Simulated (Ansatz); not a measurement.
# Nickel, simple cubic under PBEsol: ground state and equation of state, part 2 of 2

The plan for nickel in the simple cubic structure: relax it, solve it on a dense k-mesh, then scale the cell to 7 volumes from 88 to 112 % of the relaxed one and try a fit of the equation of state. Spin polarisation is left out, though the real metal is magnetic, so this state lies above the ground state. The k-meshes are 14×14×14 for the relaxation; 22×22×22 for the dense run; 15×15×15 for the volumes.

Ansatz 0.2.0; DFT, PBEsol, plane waves (420 eV) with PAW, scalar-relativistic. The steps go on from the part before.

## Step 5: Equation of state: 92 %

This is Ni in the simple cubic structure; at room conditions it is fcc.

The input, input.yaml:

```yaml
crystal:
  lattice:
    - [2.2241821697, 0.0, 0.0]
    - [0.0, 2.2241821697, 0.0]
    - [0.0, 0.0, 2.2241821697]
  atoms:
    - { symbol: Ni, position: [0.0, 0.0, 0.0] }
hamiltonian:
  xc: pbesol
  pseudopotentials:
    kind: paw
    azcp:
      Ni: "pseudopotentials/Ni.paw.azcp"
basis:
  ecutwfc: 420
  fft_grid_basis: typed
kpoints:
  mp_grid: { grid: [15, 15, 15], shift: [0, 0, 0] }
magnetization:
  spin_polarized: false
scf:
  occupations: { method: fermi_dirac, width: 0.1 }
  lower_state_search: "off"
output:
  stress: true
```

The program printed, cut to the lines that bear on the results:

```text
Warning: <dir> the record states the generating functional pbe (its physics header spells it `PBE`), which answers neither for hamiltonian.xc's functional nor for the pbesol family's — results may be inconsistent (PPs are generated against a specific XC)
Warning: RAYON_NUM_THREADS=2 ignored (pool sized by the plan → 2); use --threads N
[...]
Pseudopotentials: kind: paw
Pseudopotential: Ni, paw, valence charge 18, recommended cutoff 420 eV (normal), <dir>
Functional definition: PBEsol
[...]
Crystal: 1 atoms, lattice volume = 11.003 Å³
Basis set: ecut = 420 eV, 203 PW (Γ)
Bands: 13, of which v1, the nominal top of the filled ones, is band 9 counted from 1 (8 counted from 0)
Symmetry: 48 space group operations
Space group: Pm-3m (ITA 221), of the structure as read, at distance tolerance 2.2e-5 Å
k-points: 120 of 3375
[...]
SCF iter   1: F=—  HF=-5804.189629 eV  |F-HF|=—  |Δ(HF+E_count)|=         —  Δρ=3.32e-2  dr2=6.61e-2  ethr=1.77e-3  ⟨swp⟩=5.1  Hψ=8253  notcnv=0
[...]
SCF iter   6: F=-5804.176180 eV  HF=-5804.176180 eV  |F-HF|=1.29e-9  |Δ(HF+E_count)|=   6.60e-8  Δρ=4.45e-6  dr2=1.26e-9  ethr=5.56e-10  ⟨swp⟩=3.2  Hψ=6032  notcnv=0
[...]
SCF converged after 6 iterations
Free energy (F): -5804.176180 eV
[...]
E sigma→0 (E₀):  -5804.143116 eV
Entropy (-TS):   -0.066128 eV (-66.128 meV/atom)
Fermi energy:    17.695611 eV
[...]
--- Stress (GPa, compression-positive) ---
       17.180158       0.000000       0.000000
        0.000000      17.180158       0.000000
        0.000000       0.000000      17.180158
  P = ⅓ Tr σ = 17.1802 GPa (171.802 kbar)
```

It took 0.67 s on 2 threads of Arm Neoverse V2, shared host; peak memory 0.33 GiB.

## Step 6: Equation of state: 96 %

input.yaml: that of step 5 with these lines changed.

```diff
@@ -2,5 +2,5 @@
   lattice:
-    - [2.2241821697, 0.0, 0.0]
-    - [0.0, 2.2241821697, 0.0]
-    - [0.0, 0.0, 2.2241821697]
+    - [2.2559604942, 0.0, 0.0]
+    - [0.0, 2.2559604942, 0.0]
+    - [0.0, 0.0, 2.2559604942]
   atoms:
```

The program printed, cut to the lines that bear on the results:

```text
Warning: <dir> the record states the generating functional pbe (its physics header spells it `PBE`), which answers neither for hamiltonian.xc's functional nor for the pbesol family's — results may be inconsistent (PPs are generated against a specific XC)
Warning: RAYON_NUM_THREADS=2 ignored (pool sized by the plan → 2); use --threads N
[...]
Pseudopotentials: kind: paw
Pseudopotential: Ni, paw, valence charge 18, recommended cutoff 420 eV (normal), <dir>
Functional definition: PBEsol
[...]
Crystal: 1 atoms, lattice volume = 11.481 Å³
Basis set: ecut = 420 eV, 251 PW (Γ)
Bands: 13, of which v1, the nominal top of the filled ones, is band 9 counted from 1 (8 counted from 0)
Symmetry: 48 space group operations
Space group: Pm-3m (ITA 221), of the structure as read, at distance tolerance 2.3e-5 Å
k-points: 120 of 3375
[...]
SCF iter   1: F=—  HF=-5804.225685 eV  |F-HF|=—  |Δ(HF+E_count)|=         —  Δρ=3.25e-2  dr2=6.68e-2  ethr=1.77e-3  ⟨swp⟩=5.2  Hψ=8282  notcnv=0
[...]
SCF iter   6: F=-5804.212540 eV  HF=-5804.212540 eV  |F-HF|=4.83e-9  |Δ(HF+E_count)|=   6.80e-8  Δρ=7.81e-6  dr2=4.31e-9  ethr=5.56e-10  ⟨swp⟩=3.3  Hψ=6112  notcnv=0
[...]
SCF converged after 6 iterations
Free energy (F): -5804.212540 eV
[...]
E sigma→0 (E₀):  -5804.177751 eV
Entropy (-TS):   -0.069577 eV (-69.577 meV/atom)
Fermi energy:    16.736929 eV
[...]
--- Stress (GPa, compression-positive) ---
        7.551614      -0.000000       0.000000
       -0.000000       7.551614       0.000000
        0.000000       0.000000       7.551614
  P = ⅓ Tr σ = 7.5516 GPa (75.516 kbar)
```

It took 0.69 s on 2 threads of Arm Neoverse V2, shared host; peak memory 0.33 GiB.

## Step 7: Equation of state: 100 %

input.yaml: that of step 6 with these lines changed.

```diff
@@ -2,5 +2,5 @@
   lattice:
-    - [2.2559604942, 0.0, 0.0]
-    - [0.0, 2.2559604942, 0.0]
-    - [0.0, 0.0, 2.2559604942]
+    - [2.2868679032, 0.0, 0.0]
+    - [0.0, 2.2868679032, 0.0]
+    - [0.0, 0.0, 2.2868679032]
   atoms:
```

The program printed, cut to the lines that bear on the results:

```text
Warning: <dir> the record states the generating functional pbe (its physics header spells it `PBE`), which answers neither for hamiltonian.xc's functional nor for the pbesol family's — results may be inconsistent (PPs are generated against a specific XC)
Warning: RAYON_NUM_THREADS=2 ignored (pool sized by the plan → 2); use --threads N
[...]
Pseudopotentials: kind: paw
Pseudopotential: Ni, paw, valence charge 18, recommended cutoff 420 eV (normal), <dir>
Functional definition: PBEsol
[...]
Crystal: 1 atoms, lattice volume = 11.960 Å³
Basis set: ecut = 420 eV, 251 PW (Γ)
Bands: 13, of which v1, the nominal top of the filled ones, is band 9 counted from 1 (8 counted from 0)
Symmetry: 48 space group operations
Space group: Pm-3m (ITA 221), of the structure as read, at distance tolerance 2.3e-5 Å
k-points: 120 of 3375
[...]
SCF iter   1: F=—  HF=-5804.236019 eV  |F-HF|=—  |Δ(HF+E_count)|=         —  Δρ=3.13e-2  dr2=6.50e-2  ethr=1.77e-3  ⟨swp⟩=5.3  Hψ=8257  notcnv=0
[...]
SCF iter   6: F=-5804.223243 eV  HF=-5804.223243 eV  |F-HF|=2.07e-8  |Δ(HF+E_count)|=   1.15e-7  Δρ=1.60e-5  dr2=1.73e-8  ethr=5.56e-10  ⟨swp⟩=3.4  Hψ=6180  notcnv=0
[...]
SCF converged after 6 iterations
Free energy (F): -5804.223243 eV
[...]
E sigma→0 (E₀):  -5804.186745 eV
Entropy (-TS):   -0.072995 eV (-72.995 meV/atom)
Fermi energy:    15.856234 eV
[...]
--- Stress (GPa, compression-positive) ---
       -0.083349      -0.000000       0.000000
        0.000000      -0.083349       0.000000
        0.000000       0.000000      -0.083349
  P = ⅓ Tr σ = -0.0833 GPa (-0.833 kbar)
```

It took 0.69 s on 2 threads of Arm Neoverse V2, shared host; peak memory 0.33 GiB.

## Step 8: Equation of state: 104 %

input.yaml: that of step 7 with these lines changed.

```diff
@@ -2,5 +2,5 @@
   lattice:
-    - [2.2868679032, 0.0, 0.0]
-    - [0.0, 2.2868679032, 0.0]
-    - [0.0, 0.0, 2.2868679032]
+    - [2.3169617215, 0.0, 0.0]
+    - [0.0, 2.3169617215, 0.0]
+    - [0.0, 0.0, 2.3169617215]
   atoms:
```

The program printed, cut to the lines that bear on the results:

```text
Warning: <dir> the record states the generating functional pbe (its physics header spells it `PBE`), which answers neither for hamiltonian.xc's functional nor for the pbesol family's — results may be inconsistent (PPs are generated against a specific XC)
Warning: RAYON_NUM_THREADS=2 ignored (pool sized by the plan → 2); use --threads N
[...]
Pseudopotentials: kind: paw
Pseudopotential: Ni, paw, valence charge 18, recommended cutoff 420 eV (normal), <dir>
Functional definition: PBEsol
[...]
Crystal: 1 atoms, lattice volume = 12.438 Å³
Basis set: ecut = 420 eV, 251 PW (Γ)
Bands: 13, of which v1, the nominal top of the filled ones, is band 9 counted from 1 (8 counted from 0)
Symmetry: 48 space group operations
Space group: Pm-3m (ITA 221), of the structure as read, at distance tolerance 2.3e-5 Å
k-points: 120 of 3375
[...]
SCF iter   1: F=—  HF=-5804.225814 eV  |F-HF|=—  |Δ(HF+E_count)|=         —  Δρ=3.06e-2  dr2=6.49e-2  ethr=1.77e-3  ⟨swp⟩=5.2  Hψ=8219  notcnv=0
[...]
SCF iter   6: F=-5804.213594 eV  HF=-5804.213594 eV  |F-HF|=2.70e-9  |Δ(HF+E_count)|=   4.33e-8  Δρ=4.83e-6  dr2=1.52e-9  ethr=5.56e-10  ⟨swp⟩=4.2  Hψ=5386  notcnv=0
[...]
SCF converged after 6 iterations
Free energy (F): -5804.213594 eV
[...]
E sigma→0 (E₀):  -5804.175407 eV
Entropy (-TS):   -0.076374 eV (-76.374 meV/atom)
Fermi energy:    15.044733 eV
[...]
--- Stress (GPa, compression-positive) ---
       -6.139414       0.000000       0.000000
        0.000000      -6.139414       0.000000
        0.000000      -0.000000      -6.139414
  P = ⅓ Tr σ = -6.1394 GPa (-61.394 kbar)
```

Run time: 0.68 s. Hardware: 2 threads of Arm Neoverse V2, shared host; peak memory 0.33 GiB.

## Step 9: Equation of state: 108 %

input.yaml: that of step 8 with these lines changed.

```diff
@@ -2,5 +2,5 @@
   lattice:
-    - [2.3169617215, 0.0, 0.0]
-    - [0.0, 2.3169617215, 0.0]
-    - [0.0, 0.0, 2.3169617215]
+    - [2.3462934647, 0.0, 0.0]
+    - [0.0, 2.3462934647, 0.0]
+    - [0.0, 0.0, 2.3462934647]
   atoms:
```

The program printed, cut to the lines that bear on the results:

```text
Warning: <dir> the record states the generating functional pbe (its physics header spells it `PBE`), which answers neither for hamiltonian.xc's functional nor for the pbesol family's — results may be inconsistent (PPs are generated against a specific XC)
Warning: RAYON_NUM_THREADS=2 ignored (pool sized by the plan → 2); use --threads N
[...]
Pseudopotentials: kind: paw
Pseudopotential: Ni, paw, valence charge 18, recommended cutoff 420 eV (normal), <dir>
Functional definition: PBEsol
[...]
Crystal: 1 atoms, lattice volume = 12.917 Å³
Basis set: ecut = 420 eV, 251 PW (Γ)
Bands: 13, of which v1, the nominal top of the filled ones, is band 9 counted from 1 (8 counted from 0)
Symmetry: 48 space group operations
Space group: Pm-3m (ITA 221), of the structure as read, at distance tolerance 2.3e-5 Å
k-points: 120 of 3375
[...]
SCF iter   1: F=—  HF=-5804.199388 eV  |F-HF|=—  |Δ(HF+E_count)|=         —  Δρ=2.92e-2  dr2=6.18e-2  ethr=1.77e-3  ⟨swp⟩=5.2  Hψ=8069  notcnv=0
[...]
SCF iter   6: F=-5804.187817 eV  HF=-5804.187817 eV  |F-HF|=2.73e-12  |Δ(HF+E_count)|=   4.17e-9  Δρ=5.50e-7  dr2=1.57e-11  ethr=1.14e-10  ⟨swp⟩=3.0  Hψ=5647  notcnv=0
[...]
SCF converged after 6 iterations
Free energy (F): -5804.187817 eV
[...]
E sigma→0 (E₀):  -5804.147960 eV
Entropy (-TS):   -0.079715 eV (-79.715 meV/atom)
Fermi energy:    14.294560 eV
[...]
--- Stress (GPa, compression-positive) ---
      -10.933419      -0.000000       0.000000
       -0.000000     -10.933419       0.000000
        0.000000       0.000000     -10.933419
  P = ⅓ Tr σ = -10.9334 GPa (-109.334 kbar)
```

Run time: 0.7 s. Hardware: 2 threads of Arm Neoverse V2, shared host; peak memory 0.33 GiB.

## Step 10: Equation of state: 112 %

input.yaml: that of step 9 with these lines changed.

```diff
@@ -2,5 +2,5 @@
   lattice:
-    - [2.3462934647, 0.0, 0.0]
-    - [0.0, 2.3462934647, 0.0]
-    - [0.0, 0.0, 2.3462934647]
+    - [2.3749096199, 0.0, 0.0]
+    - [0.0, 2.3749096199, 0.0]
+    - [0.0, 0.0, 2.3749096199]
   atoms:
```

The program printed, cut to the lines that bear on the results:

```text
Warning: <dir> the record states the generating functional pbe (its physics header spells it `PBE`), which answers neither for hamiltonian.xc's functional nor for the pbesol family's — results may be inconsistent (PPs are generated against a specific XC)
Warning: RAYON_NUM_THREADS=2 ignored (pool sized by the plan → 2); use --threads N
[...]
Pseudopotentials: kind: paw
Pseudopotential: Ni, paw, valence charge 18, recommended cutoff 420 eV (normal), <dir>
Functional definition: PBEsol
[...]
Crystal: 1 atoms, lattice volume = 13.395 Å³
Basis set: ecut = 420 eV, 251 PW (Γ)
Bands: 13, of which v1, the nominal top of the filled ones, is band 9 counted from 1 (8 counted from 0)
Symmetry: 48 space group operations
Space group: Pm-3m (ITA 221), of the structure as read, at distance tolerance 2.4e-5 Å
k-points: 120 of 3375
[...]
SCF iter   1: F=—  HF=-5804.160139 eV  |F-HF|=—  |Δ(HF+E_count)|=         —  Δρ=2.81e-2  dr2=5.98e-2  ethr=1.77e-3  ⟨swp⟩=5.3  Hψ=7923  notcnv=0
[...]
SCF iter   6: F=-5804.149296 eV  HF=-5804.149296 eV  |F-HF|=1.82e-12  |Δ(HF+E_count)|=  5.57e-10  Δρ=3.92e-7  dr2=1.12e-11  ethr=8.24e-12  ⟨swp⟩=2.1  Hψ=5141  notcnv=0
[...]
SCF converged after 6 iterations
Free energy (F): -5804.149296 eV
[...]
E sigma→0 (E₀):  -5804.107783 eV
Entropy (-TS):   -0.083026 eV (-83.026 meV/atom)
Fermi energy:    13.599153 eV
[...]
--- Stress (GPa, compression-positive) ---
      -14.714561      -0.000000       0.000000
       -0.000000     -14.714561       0.000000
        0.000000       0.000000     -14.714561
  P = ⅓ Tr σ = -14.7146 GPa (-147.146 kbar)
```

Run time: 0.7 s. Hardware: 2 threads of Arm Neoverse V2, shared host; peak memory 0.34 GiB.

## Step 11: Fitting the volumes

The cell was scaled evenly, with its shape and the fractional positions fixed.

| V (Å³/atom) | E − E₀ (meV/atom) | P from the stress (GPa) | P from the fit (GPa) |
| --- | --- | --- | --- |
| 10.525 | 110.7 | 29.33 | 28.78 |
| 11.003 | 43.7 | 17.18 | 16.59 |
| 11.481 | 9.1 | 7.55 | 6.97 |
| 11.960 | 0.1 | -0.08 | -0.65 |
| 12.438 | 11.4 | -6.14 | -6.70 |
| 12.917 | 38.9 | -10.93 | -11.49 |
| 13.395 | 79.0 | -14.71 | -15.29 |

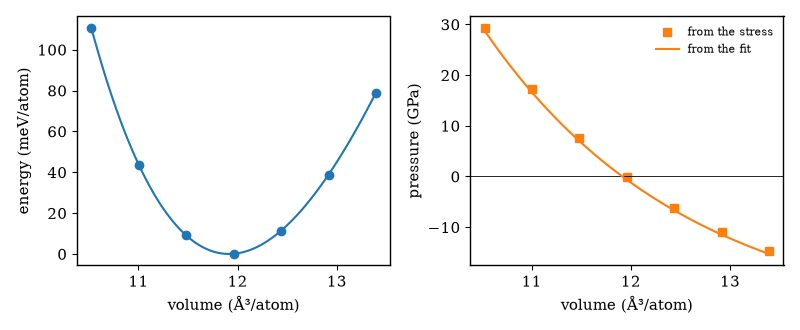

Energy and pressure against volume; the lines are the Birch-Murnaghan fit.

Fit (Birch-Murnaghan, third order): V₀ = 11.914 Å³/atom, B₀ = 172 GPa, B₀′ = 4.8, largest residual 0.02 meV/atom.

The fit is made to E(σ → 0), while the stress belongs to the free energy F; that is one source of the offset between the two pressures.

## Step 12: Results

This closing draws on all 2 parts.

```
                      quantity                         value
space group (spins left aside)               Pm-3m (No. 221)
             conventional cell                   a = 2.287 Å
                        volume                11.960 Å³/atom
             shortest distance                       2.287 Å
               gap on the mesh  none (levels filled in part)
relative to fcc, ferromagnetic                 +788 meV/atom
                   V₀, B₀, B₀′  11.914 Å³/atom, 172 GPa, 4.8
```

In words: From the guessed start the volume grew by 1.2 % in 4 steps. It lies 788 meV/atom above the element's reference form at the same level (fcc, ferromagnetic, from a run of its own); part of this is magnetic energy, as this run has no moments. Levels at the Fermi energy are filled in part, as in a metal. The fitted modulus is 172 GPa. The symmetry was held, so the structure may be unstable against distortions that break it.
